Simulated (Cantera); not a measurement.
Input: 1 mol Si3N4, 3.4 mol N2O, 280 mol H2, at 64.0 Pa.

Cantera equilibrium calculation (NASA polynomials, part measured and part estimated; ideal gas, pure solids and liquids). Candidate condensed phases: H2O, Si, SiO2, Si2N2O, Si3N4; 35 gas species. Mutual solubility and eutectic melting of coexisting phases are not modelled. The tables hold silica as quartz up to 1696 K and as liquid above; real silica turns to tridymite and cristobalite and melts near 1996 K. Equilibrium is a limit: real reactors are often held back by kinetics, nucleation or transport.

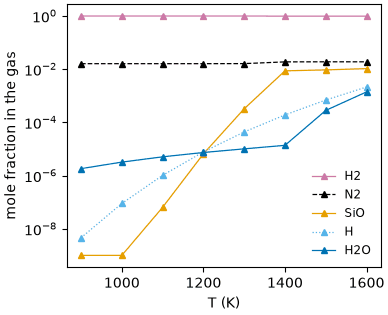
*Equilibrium gas composition (values under 1e-9 drawn at 1e-9)*

From 900 K to 1400 K the condensed part is SiO2(β-quartz) + Si2N2O(s). At 1500 K the condensed part is SiO2(β-quartz). At 1600 K nothing is condensed.
